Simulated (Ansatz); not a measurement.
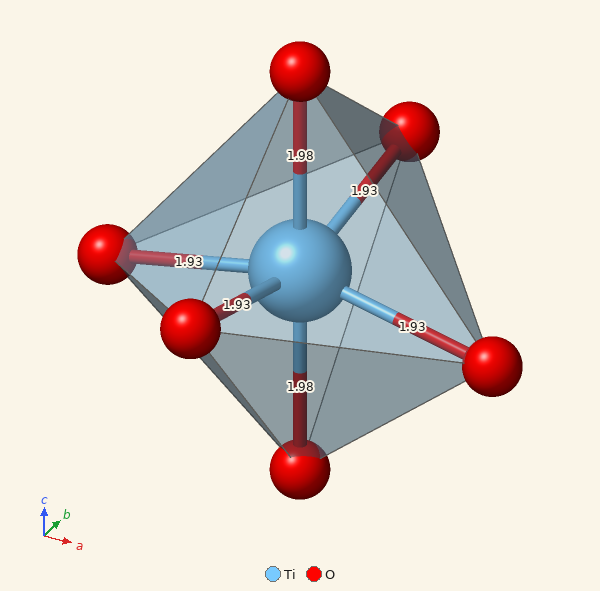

Coordination of Ti in TiO2 (I4_1/amd); bond lengths in Å. Continuous shape measures are computed against ideal polyhedra (0 is ideal; above about 3 the distortion is strong). The structure is the input geometry of an electronic-structure calculation and need not be at equilibrium.

### What geometry does the central atom have?

TiO6: a clearly distorted octahedron (coordination number 6, S = 2.84; next best trigonal prism, S = 12.3).

### Does the central atom sit at the centroid of its ligands?

Yes, to within 0.01 Å; the site symmetry is -4m2.
